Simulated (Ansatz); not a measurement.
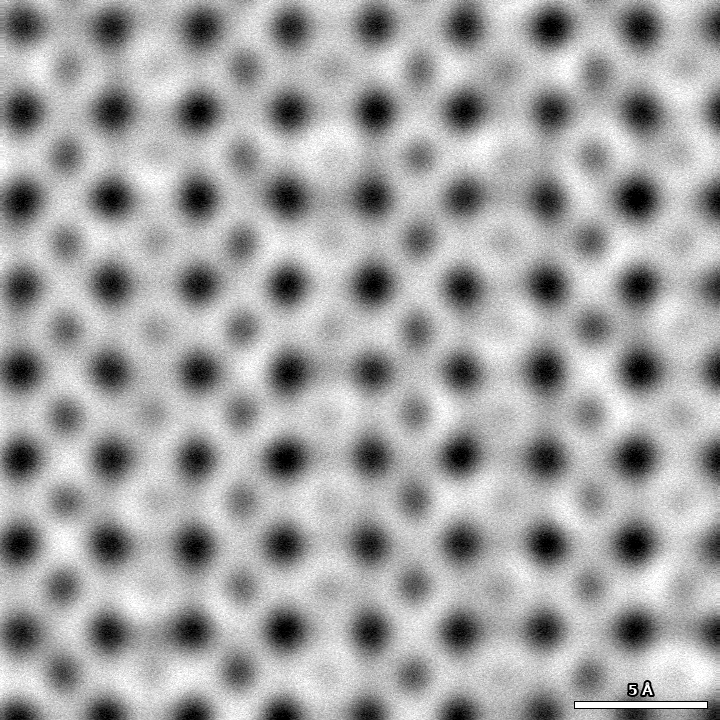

Phase-contrast TEM-like image of Cd2Sb2Mo (Ibam, No. 72). Simulated in the weak-phase-object approximation with neutral-atom potentials: 300 kV, Cs = 0.50 mm, defocus −376 Å (negative is underfocus), defocus spread 20 Å, aperture 0.61 1/Å. Shot noise, a slight drift and the speckle of an amorphous layer were added. Structure: coordinates from a relaxation (final pressure about -8.2 GPa) with Ansatz, DFT, PAW plane waves, r2scan; the starting structure was generated, so it need not be a known form of this composition.

```cif
data_structure
_symmetry_space_group_name_H-M 'Ibam'
_symmetry_Int_Tables_number 72
_cell_length_a 6.8228
_cell_length_b 13.4076
_cell_length_c 6.6025
_cell_angle_alpha 90.000
_cell_angle_beta 90.000
_cell_angle_gamma 90.000
_cell_volume 603.98
loop_
_atom_site_label
_atom_site_type_symbol
_atom_site_symmetry_multiplicity
_atom_site_Wyckoff_symbol
_atom_site_fract_x
_atom_site_fract_y
_atom_site_fract_z
_atom_site_occupancy
Cd1 Cd 8 j 0.20536 0.13337 0.50000 1
Sb1 Sb 8 j 0.22003 0.37666 0.50000 1
Mo1 Mo 4 b 0.50000 0.00000 0.25000 1
```

> Which beam direction gives this image, [102], [100], [011] or [101]? (Directions equivalent by symmetry count as one.)

[100]. The projected cells are 3.03 × 6.87 Å, 103° for [102]; 3.30 × 6.70 Å, 90° for [100]; 3.41 × 5.92 Å, 90° for [011]; 4.74 × 6.70 Å, 90° for [101], and the image repeats as the [100] one does.
